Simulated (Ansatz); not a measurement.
Fields on a plane of FePt (CuAu type, space group P4/mmm)

```xyz
2
Lattice="2.7301 0.0000 0.0000 0.0000 2.7301 0.0000 0.0000 0.0000 3.7639" Properties=species:S:1:pos:R:3 pbc="T T T"
Fe     1.3650     1.3650     1.8819
Pt     0.0000     0.0000     0.0000
```

The slice is a (001) plane (indices of the conventional cell) through the point (0.500, 0.500, 0.500) (fractional), spanned by u = [100] and v = [010] in vectors of this cell: u (2.73 Å) and v (2.73 Å, at 90° to u). It covers one period; positions are fractions (u, v).

Atoms on it: Fe at (0.00, 0.00).

The numbers are results of PBE (plane waves to 420 eV, PAW, scalar-relativistic; Ansatz, a first-principles code), not measurements. k mesh 17×17×12. Near the nuclei the fields are pseudised (PAW); where an atom keeps semicore shells as valence, they peak there. FePt was relaxed with its symmetry unable to fall. Relaxed FePt ends ferromagnetic. Spin-orbit coupling is left out, though Pt is heavy. Other magnetic orders were not checked, so this need not be the ground state.

```
v \ u  0.00  0.09  0.19  0.28  0.38  0.47  0.56  0.66  0.75  0.84  0.94
-----  ----  ----  ----  ----  ----  ----  ----  ----  ----  ----  ----
0.88    1.2   1.0   0.6  -0.1  -0.5  -0.7  -0.6  -0.4   0.1   0.8   1.1
0.75    0.4   0.2  -0.2  -0.5  -0.7  -0.7  -0.7  -0.6  -0.4   0.0   0.3
0.62   -0.4  -0.5  -0.6  -0.7  -0.8  -0.8  -0.8  -0.8  -0.7  -0.6  -0.5
0.50   -0.6  -0.6  -0.7  -0.8  -0.8  -0.8  -0.8  -0.8  -0.7  -0.7  -0.6
0.38   -0.4  -0.5  -0.6  -0.7  -0.8  -0.8  -0.8  -0.8  -0.7  -0.6  -0.5
0.25    0.4   0.2  -0.2  -0.5  -0.7  -0.7  -0.7  -0.6  -0.4   0.0   0.3
0.12    1.2   1.0   0.6  -0.1  -0.5  -0.7  -0.6  -0.4   0.1   0.8   1.1
0.00    1.6   1.4   0.9   0.1  -0.4  -0.6  -0.6  -0.3   0.4   1.1   1.5
```

Values: log₁₀ of the valence density in e/Å³. The scale is logarithmic, as a density can span decades between atoms and voids.

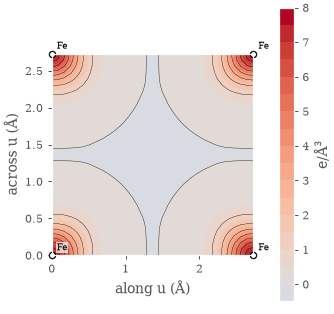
Figure. Spin density, up minus down in e/Å³, one period of the plane, atoms marked. 

| Item | Value |
|---|---|
| Density on the Fe–Fe line (2.73 Å) at its midpoint | 0.24 e/Å³ |
| ELF at that point | 0.26 |
